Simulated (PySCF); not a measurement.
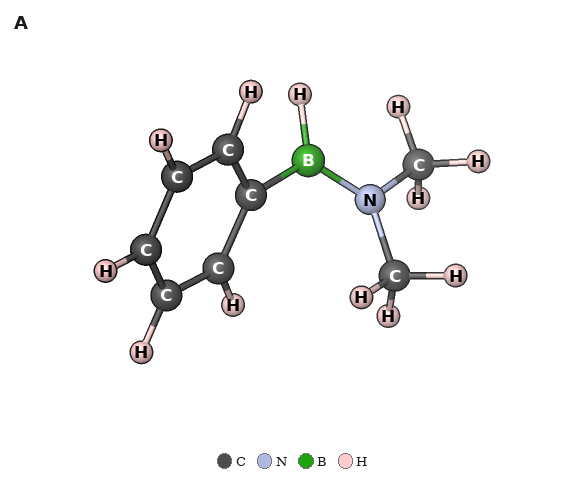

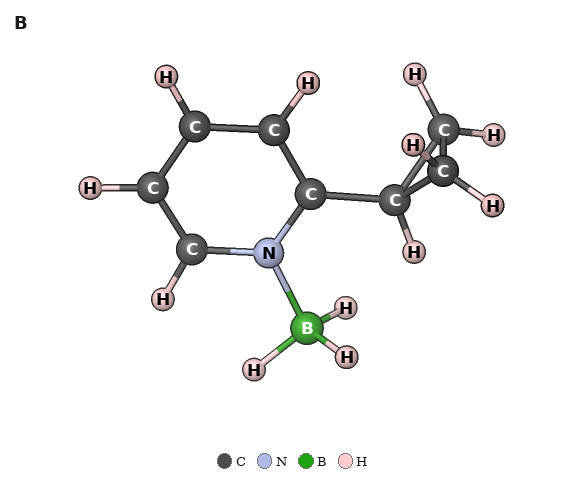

2 stationary structures of one formula. Geometries: PBE0-D3(BJ)/def2-SVP. Electronic energies: PBE0-D3(BJ)/def2-SVP (PySCF 2.14.0), without zero-point energy. No frequency run is at hand to confirm each as a minimum. Each is one conformer, not always the lowest.

**Which structure is the most stable?**

A is lowest; B lies 1.655 eV above it. A is `CN(C)Bc1ccccc1`, B is `[BH3-][n+]1ccccc1C1CC1`.
